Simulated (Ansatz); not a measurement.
# Li+ with SiH3F: interaction against distance, part 2 of 2

Ansatz 0.2.0, Gaussian basis.

## (6) B moved by +0.44 Å, CCSD(T)/def2-TZVPPD

ab/in.yaml reads:

```yaml
crystal:
  periodic: [false, false, false]
  atoms:
    - {symbol: Li, position_ang: [0.144185, -0.069605, -2.757528]}
    - {symbol: Si, position_ang: [-0.058431, 0.028093, 1.116269]}
    - {symbol: F, position_ang: [0.030882, -0.012563, -0.569734]}
    - {symbol: H, position_ang: [-1.421130, -0.448216, 1.406615]}
    - {symbol: H, position_ang: [0.177259, 1.443657, 1.445943]}
    - {symbol: H, position_ang: [1.012840, -0.886029, 1.546219]}
basis:
  gaussian: {orbitals: "def2-TZVPPD.json"}
total_charge: 1
correlation: {method: ccsd_t}
```

a/in.yaml reads:

```yaml
crystal:
  periodic: [false, false, false]
  atoms:
    - {symbol: Li, position_ang: [0.144185, -0.069605, -2.757528]}
basis:
  gaussian:
    orbitals: "def2-TZVPPD.json"
    ghost_atoms:
      - {symbol: Si, position_ang: [-0.058431, 0.028093, 1.116269]}
      - {symbol: F, position_ang: [0.030882, -0.012563, -0.569734]}
      - {symbol: H, position_ang: [-1.421130, -0.448216, 1.406615]}
      - {symbol: H, position_ang: [0.177259, 1.443657, 1.445943]}
      - {symbol: H, position_ang: [1.012840, -0.886029, 1.546219]}
total_charge: 1
correlation: {method: ccsd_t}
```

b/in.yaml reads:

```yaml
crystal:
  periodic: [false, false, false]
  atoms:
    - {symbol: Si, position_ang: [-0.058431, 0.028093, 1.116269]}
    - {symbol: F, position_ang: [0.030882, -0.012563, -0.569734]}
    - {symbol: H, position_ang: [-1.421130, -0.448216, 1.406615]}
    - {symbol: H, position_ang: [0.177259, 1.443657, 1.445943]}
    - {symbol: H, position_ang: [1.012840, -0.886029, 1.546219]}
basis:
  gaussian:
    orbitals: "def2-TZVPPD.json"
    ghost_atoms:
      - {symbol: Li, position_ang: [0.144185, -0.069605, -2.757528]}
correlation: {method: ccsd_t}
```

ab printed (excerpt; [...] marks lines left out):

```text
Functional definition: HF
  name "HF"
  cite "Fock, Z. Phys. 61, 126 (1930) doi:10.1007/BF01340294"
  parent pbe
[...]
980 factors; integrals over basis functions are off by at most 8.2e-4 eV
[...]
mean field -10816.63572445 eV, -397.5040310944 hartree, gradient 1.3e-6 eV, S^2 0.000000; 0 other end points of the search recorded, 0 dependent functions left out
6 core orbitals not correlated: weight in the atoms' cores, before any rotation towards them, 1.000 or more for the frozen orbitals, at most 0.000 for the correlated occupied ones
reference -10816.63572445 eV, -397.5040310944 hartree; 8, 8 occupied and 147, 147 virtual orbitals, 980 factors
second order -11.30342734 eV of doubles, -0.00000000 eV of singles
cycle   1  -11.66573958 eV  change   -3.6e-1 eV  update   7.2e-2
[...]
cycle   9  -12.01187917 eV  change   -3.8e-7 eV  update   6.6e-6
perturbative correction -0.29041719 eV, -0.0106726349 hartree
Total energy: -10828.93802081 eV, -397.9561321469 hartree
```

a printed (excerpt; [...] marks lines left out):

```text
[... 4 set-up lines as earlier in the session ...]
[...]
973 factors; integrals over basis functions are off by at most 8.2e-4 eV
[...]
mean field -196.91185779 eV, -7.2363773022 hartree, gradient 7.8e-7 eV, S^2 0.000000; 0 other end points of the search recorded, 0 dependent functions left out
reference -196.91185779 eV, -7.2363773022 hartree; 1, 1 occupied and 160, 160 virtual orbitals, 973 factors
second order -0.81773868 eV of doubles, -0.00000000 eV of singles
cycle   1  -0.91855778 eV  change   -1.0e-1 eV  update   6.5e-3
[...]
cycle   5  -0.93460851 eV  change   -5.6e-7 eV  update   7.6e-7
perturbative correction 0.00000000 eV, 0.0000000000 hartree
Total energy: -197.84646630 eV, -7.2707235313 hartree
```

Log of b (excerpt; [...] marks lines left out):

```text
[... 4 set-up lines as earlier in the session ...]
[...]
915 factors; integrals over basis functions are off by at most 8.9e-4 eV
[...]
mean field -10618.55722700 eV, -390.2247805758 hartree, gradient 9.0e-7 eV, S^2 0.000000; 0 other end points of the search recorded, 0 dependent functions left out
6 core orbitals not correlated: weight in the atoms' cores, before any rotation towards them, 1.000 or more for the frozen orbitals, at most 0.000 for the correlated occupied ones
reference -10618.55722700 eV, -390.2247805758 hartree; 7, 7 occupied and 148, 148 virtual orbitals, 915 factors
second order -10.55755726 eV of doubles, -0.00000000 eV of singles
cycle   1  -10.78698982 eV  change   -2.3e-1 eV  update   7.6e-2
[...]
cycle   9  -11.13239145 eV  change   -2.4e-6 eV  update   8.6e-6
perturbative correction -0.30503753 eV, -0.0112099223 hartree
Total energy: -10629.99465598 eV, -390.6450983380 hartree
```

They took 11 s (ab), 2.9 s (a), 8.5 s (b) on 2 threads, shared host; peak memory 1.3 GiB.

This point gives -105.83 kJ/mol.

## (7) B moved by +0.88 Å, CCSD(T)/def2-TZVPPD

ab/in.yaml reads:

```yaml
crystal:
  periodic: [false, false, false]
  atoms:
    - {symbol: Li, position_ang: [0.144185, -0.069605, -2.757528]}
    - {symbol: Si, position_ang: [-0.081309, 0.039140, 1.553826]}
    - {symbol: F, position_ang: [0.008003, -0.001516, -0.132177]}
    - {symbol: H, position_ang: [-1.444009, -0.437169, 1.844172]}
    - {symbol: H, position_ang: [0.154380, 1.454705, 1.883499]}
    - {symbol: H, position_ang: [0.989961, -0.874982, 1.983776]}
basis:
  gaussian: {orbitals: "def2-TZVPPD.json"}
total_charge: 1
correlation: {method: ccsd_t}
```

a/in.yaml reads:

```yaml
crystal:
  periodic: [false, false, false]
  atoms:
    - {symbol: Li, position_ang: [0.144185, -0.069605, -2.757528]}
basis:
  gaussian:
    orbitals: "def2-TZVPPD.json"
    ghost_atoms:
      - {symbol: Si, position_ang: [-0.081309, 0.039140, 1.553826]}
      - {symbol: F, position_ang: [0.008003, -0.001516, -0.132177]}
      - {symbol: H, position_ang: [-1.444009, -0.437169, 1.844172]}
      - {symbol: H, position_ang: [0.154380, 1.454705, 1.883499]}
      - {symbol: H, position_ang: [0.989961, -0.874982, 1.983776]}
total_charge: 1
correlation: {method: ccsd_t}
```

b/in.yaml reads:

```yaml
crystal:
  periodic: [false, false, false]
  atoms:
    - {symbol: Si, position_ang: [-0.081309, 0.039140, 1.553826]}
    - {symbol: F, position_ang: [0.008003, -0.001516, -0.132177]}
    - {symbol: H, position_ang: [-1.444009, -0.437169, 1.844172]}
    - {symbol: H, position_ang: [0.154380, 1.454705, 1.883499]}
    - {symbol: H, position_ang: [0.989961, -0.874982, 1.983776]}
basis:
  gaussian:
    orbitals: "def2-TZVPPD.json"
    ghost_atoms:
      - {symbol: Li, position_ang: [0.144185, -0.069605, -2.757528]}
correlation: {method: ccsd_t}
```

ab printed (excerpt; [...] marks lines left out):

```text
[... 4 set-up lines as earlier in the session ...]
[...]
978 factors; integrals over basis functions are off by at most 1.2e-3 eV
[...]
mean field -10816.31172570 eV, -397.4921243601 hartree, gradient 1.4e-6 eV, S^2 0.000000; 0 other end points of the search recorded, 0 dependent functions left out
6 core orbitals not correlated: weight in the atoms' cores, before any rotation towards them, 1.000 or more for the frozen orbitals, at most 0.000 for the correlated occupied ones
reference -10816.31172570 eV, -397.4921243601 hartree; 8, 8 occupied and 147, 147 virtual orbitals, 978 factors
second order -11.32162459 eV of doubles, -0.00000000 eV of singles
cycle   1  -11.67297111 eV  change   -3.5e-1 eV  update   7.3e-2
[...]
cycle   9  -12.02327858 eV  change    1.4e-6 eV  update   7.5e-6
perturbative correction -0.29441117 eV, -0.0108194108 hartree
Total energy: -10828.62941545 eV, -397.9447911090 hartree
```

Log of a (excerpt; [...] marks lines left out):

```text
[... 4 set-up lines as earlier in the session ...]
[...]
971 factors; integrals over basis functions are off by at most 1.2e-3 eV
[...]
mean field -196.91183198 eV, -7.2363763537 hartree, gradient 7.6e-7 eV, S^2 0.000000; 0 other end points of the search recorded, 0 dependent functions left out
reference -196.91183198 eV, -7.2363763537 hartree; 1, 1 occupied and 160, 160 virtual orbitals, 971 factors
second order -0.81638809 eV of doubles, -0.00000000 eV of singles
cycle   1  -0.91692298 eV  change   -1.0e-1 eV  update   6.4e-3
[...]
cycle   5  -0.93289556 eV  change   -5.8e-7 eV  update   7.4e-7
perturbative correction 0.00000000 eV, 0.0000000000 hartree
Total energy: -197.84472755 eV, -7.2706596333 hartree
```

Log of b (excerpt; [...] marks lines left out):

```text
[... 4 set-up lines as earlier in the session ...]
[...]
915 factors; integrals over basis functions are off by at most 8.3e-4 eV
[...]
mean field -10618.55711682 eV, -390.2247765266 hartree, gradient 9.1e-7 eV, S^2 0.000000; 0 other end points of the search recorded, 0 dependent functions left out
6 core orbitals not correlated: weight in the atoms' cores, before any rotation towards them, 1.000 or more for the frozen orbitals, at most 0.000 for the correlated occupied ones
reference -10618.55711682 eV, -390.2247765266 hartree; 7, 7 occupied and 148, 148 virtual orbitals, 915 factors
second order -10.55608718 eV of doubles, -0.00000000 eV of singles
cycle   1  -10.78571229 eV  change   -2.3e-1 eV  update   7.6e-2
[...]
cycle   9  -11.13104459 eV  change   -2.5e-6 eV  update   8.6e-6
perturbative correction -0.30484398 eV, -0.0112028097 hartree
Total energy: -10629.99300539 eV, -390.6450376802 hartree
```

Times: 11 s (ab), 2.9 s (a), 8.5 s (b) on 2 threads, shared host; peak memory 1.3 GiB.

This point gives -76.39 kJ/mol.

## (8) B moved by +1.75 Å, CCSD(T)/def2-TZVPPD

ab/in.yaml reads:

```yaml
crystal:
  periodic: [false, false, false]
  atoms:
    - {symbol: Li, position_ang: [0.144185, -0.069605, -2.757528]}
    - {symbol: Si, position_ang: [-0.127067, 0.061235, 2.428940]}
    - {symbol: F, position_ang: [-0.037755, 0.020579, 0.742936]}
    - {symbol: H, position_ang: [-1.489767, -0.415074, 2.719286]}
    - {symbol: H, position_ang: [0.108622, 1.476799, 2.758613]}
    - {symbol: H, position_ang: [0.944204, -0.852887, 2.858889]}
basis:
  gaussian: {orbitals: "def2-TZVPPD.json"}
total_charge: 1
correlation: {method: ccsd_t}
```

a/in.yaml reads:

```yaml
crystal:
  periodic: [false, false, false]
  atoms:
    - {symbol: Li, position_ang: [0.144185, -0.069605, -2.757528]}
basis:
  gaussian:
    orbitals: "def2-TZVPPD.json"
    ghost_atoms:
      - {symbol: Si, position_ang: [-0.127067, 0.061235, 2.428940]}
      - {symbol: F, position_ang: [-0.037755, 0.020579, 0.742936]}
      - {symbol: H, position_ang: [-1.489767, -0.415074, 2.719286]}
      - {symbol: H, position_ang: [0.108622, 1.476799, 2.758613]}
      - {symbol: H, position_ang: [0.944204, -0.852887, 2.858889]}
total_charge: 1
correlation: {method: ccsd_t}
```

b/in.yaml reads:

```yaml
crystal:
  periodic: [false, false, false]
  atoms:
    - {symbol: Si, position_ang: [-0.127067, 0.061235, 2.428940]}
    - {symbol: F, position_ang: [-0.037755, 0.020579, 0.742936]}
    - {symbol: H, position_ang: [-1.489767, -0.415074, 2.719286]}
    - {symbol: H, position_ang: [0.108622, 1.476799, 2.758613]}
    - {symbol: H, position_ang: [0.944204, -0.852887, 2.858889]}
basis:
  gaussian:
    orbitals: "def2-TZVPPD.json"
    ghost_atoms:
      - {symbol: Li, position_ang: [0.144185, -0.069605, -2.757528]}
correlation: {method: ccsd_t}
```

Log of ab (excerpt; [...] marks lines left out):

```text
[... 4 set-up lines as earlier in the session ...]
[...]
978 factors; integrals over basis functions are off by at most 8.3e-4 eV
[...]
mean field -10815.94460995 eV, -397.4786331052 hartree, gradient 1.6e-6 eV, S^2 0.000000; 0 other end points of the search recorded, 0 dependent functions left out
6 core orbitals not correlated: weight in the atoms' cores, before any rotation towards them, 1.000 or more for the frozen orbitals, at most 0.000 for the correlated occupied ones
reference -10815.94460995 eV, -397.4786331052 hartree; 8, 8 occupied and 147, 147 virtual orbitals, 978 factors
second order -11.33499557 eV of doubles, -0.00000000 eV of singles
cycle   1  -11.67894855 eV  change   -3.4e-1 eV  update   7.5e-2
[...]
cycle   9  -12.03269365 eV  change    3.4e-6 eV  update   8.6e-6
perturbative correction -0.29769070 eV, -0.0109399315 hartree
Total energy: -10828.27499430 eV, -397.9317663721 hartree
```

Log of a (excerpt; [...] marks lines left out):

```text
[... 4 set-up lines as earlier in the session ...]
[...]
974 factors; integrals over basis functions are off by at most 8.3e-4 eV
[...]
mean field -196.91177619 eV, -7.2363743032 hartree, gradient 6.8e-7 eV, S^2 0.000000; 0 other end points of the search recorded, 0 dependent functions left out
reference -196.91177619 eV, -7.2363743032 hartree; 1, 1 occupied and 160, 160 virtual orbitals, 974 factors
second order -0.81523124 eV of doubles, -0.00000000 eV of singles
cycle   1  -0.91550338 eV  change   -1.0e-1 eV  update   6.4e-3
[...]
cycle   5  -0.93140501 eV  change   -5.8e-7 eV  update   7.2e-7
perturbative correction 0.00000000 eV, 0.0000000000 hartree
Total energy: -197.84318119 eV, -7.2706028058 hartree
```

b printed (excerpt; [...] marks lines left out):

```text
[... 4 set-up lines as earlier in the session ...]
[...]
914 factors; integrals over basis functions are off by at most 1.4e-3 eV
[...]
mean field -10618.55678567 eV, -390.2247643572 hartree, gradient 9.3e-7 eV, S^2 0.000000; 0 other end points of the search recorded, 0 dependent functions left out
6 core orbitals not correlated: weight in the atoms' cores, before any rotation towards them, 1.000 or more for the frozen orbitals, at most 0.000 for the correlated occupied ones
reference -10618.55678567 eV, -390.2247643572 hartree; 7, 7 occupied and 148, 148 virtual orbitals, 914 factors
second order -10.55422459 eV of doubles, -0.00000000 eV of singles
cycle   1  -10.78405148 eV  change   -2.3e-1 eV  update   7.6e-2
[...]
cycle   9  -11.12932365 eV  change   -2.6e-6 eV  update   8.6e-6
perturbative correction -0.30462208 eV, -0.0111946550 hartree
Total energy: -10629.99073141 eV, -390.6449541128 hartree
```

Wall times: 11 s (ab), 2.9 s (a), 8.5 s (b) on 2 threads, shared host; peak memory 1.3 GiB.

Interaction: -42.56 kJ/mol.

## (9) The curves

```
shift (Å)  Li1–F3 (Å)   PBE-D4  r2SCAN-D4  PBE0-D4  B3LYP-D4  wB97M-V  Hartree-Fock      MP2     CCSD  CCSD(T)
    -0.18        1.58  -114.97    -110.92  -121.70   -124.91  -118.44       -127.68  -112.49  -116.76  -114.02
    -0.09        1.67  -125.67    -121.54  -131.44   -134.74  -128.58       -137.15  -123.64  -127.37  -124.89
     0.00        1.75  -129.19    -124.99  -134.13   -137.45  -131.56       -139.45  -127.47  -130.72  -128.46
     0.09        1.84  -128.19    -123.97  -132.42   -135.69  -130.09       -137.33  -126.71  -129.52  -127.48
     0.21        1.96  -122.43    -118.29  -125.88   -128.98  -123.80       -130.27  -121.23  -123.53  -121.75
     0.44        2.19  -106.74    -102.76  -109.22   -112.17  -107.11       -112.56  -105.63  -107.25  -105.83
     0.88        2.63   -78.89     -74.71   -80.54    -84.13   -76.78        -81.32   -76.41   -77.39   -76.39
     1.75        3.51   -42.79     -41.71   -44.37    -45.77   -42.44        -45.93   -42.61   -43.23   -42.56
```

Energies in kJ/mol.

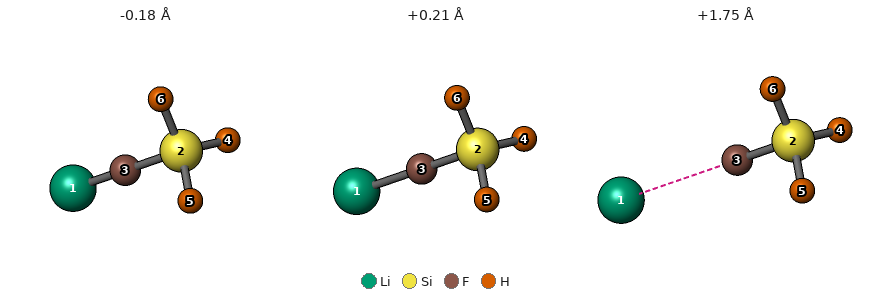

Three of the geometries.

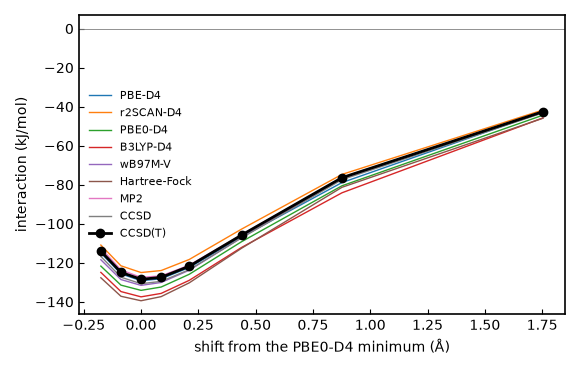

Interaction energy along the line.

What each level costs and misses (shared host):

```
      method  RMS deviation from CCSD(T) (kJ/mol)        mean time a point
      PBE-D4                                 1.13                    2.9 s
   r2SCAN-D4                                 2.96                    5.5 s
     PBE0-D4                                 5.09                    3.4 s
    B3LYP-D4                                 8.11                    4.1 s
     wB97M-V                                 2.64                     12 s
Hartree-Fock                                 9.41  part of the CCSD(T) run
         MP2                                 0.85  part of the CCSD(T) run
        CCSD                                 1.92  part of the CCSD(T) run
     CCSD(T)                                    0                     22 s
```

For cost: PBE-D4 comes within 1.13 kJ/mol at 2.9 s a point, where CCSD(T) needs 22 s.

## (10) Outcome

This closing draws on all 2 parts.

```
                  quantity                                                                                                                  value
    deepest point, CCSD(T)                                                                                              -128.46 kJ/mol at +0.00 Å
   at the longest distance                                                                                               -42.56 kJ/mol at +1.75 Å
           at the shortest                                                                                              -114.02 kJ/mol at -0.18 Å
RMS deviation from CCSD(T)  PBE-D4 1.13, r2SCAN-D4 2.96, PBE0-D4 5.09, B3LYP-D4 8.11, wB97M-V 2.64, Hartree-Fock 9.41, MP2 0.85, CCSD 1.92 kJ/mol
```

**Reading.** Of the points run, CCSD(T) in this basis is lowest at the PBE0-D4 geometry. At +1.75 Å, 33 % of the binding is left. MP2 follows best and Hartree-Fock worst.
